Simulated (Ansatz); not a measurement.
Cl$_{3}$FHW···HCl (doublet)

```xyz
8

W    -0.0013   -1.0772    0.2270
H     0.0070    3.1042   -0.0967
Cl    2.2745   -0.7279    0.5068
Cl    0.0009    2.9881    1.1711
Cl   -2.2777   -0.7291    0.5031
F    -0.0008   -2.8905    0.1384
Cl   -0.0001    0.2383   -1.6622
H    -0.0025   -0.3659    1.7225
```

Core potentials replace the inner electrons of W.

The calculation used Ansatz, UHF/def2-SVP.

What can the converged electron density, electron localisation function and spin density tell about the bonding?

W1···Cl4 (4.17 Å): the density falls to about 0.02 e/Å³ on the way; the ELF dips to about 0 between them; a weak contact between the two molecules.
W–F (1.82 Å): ρ at the midpoint is about 1.1 e/Å³; the ELF peaks at about 0.85 in the valence shell of F, 0.6 Å from its nucleus, and drops to about 0.20 between the two atoms.
W–Cl (2.30 Å): ρ is about 0.69 e/Å³ halfway; the ELF peaks at about 0.85 in the valence shell of Cl, 0.8 Å from its nucleus, and is about 0.45 at the midpoint.
Cl–H (1.27 Å): the density is about 1.9 e/Å³ at the midpoint; the ELF climbs to about 1 towards the hydrogen, as it does in any bond to H.
The unpaired spin (1 electron) lies mostly on W1 (about 0.9), in electrons by Hirshfeld's partition, with opposite, polarisation-induced spin on H8.

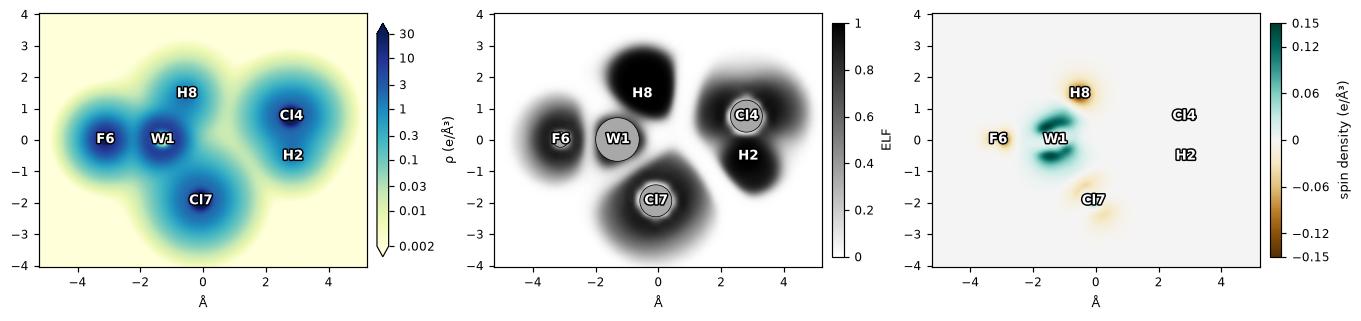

Computed electron density, electron localisation function and spin density on the plane of atoms Cl7, W1 and H8, in this order. Grey discs cover the atomic cores in the ELF map. 
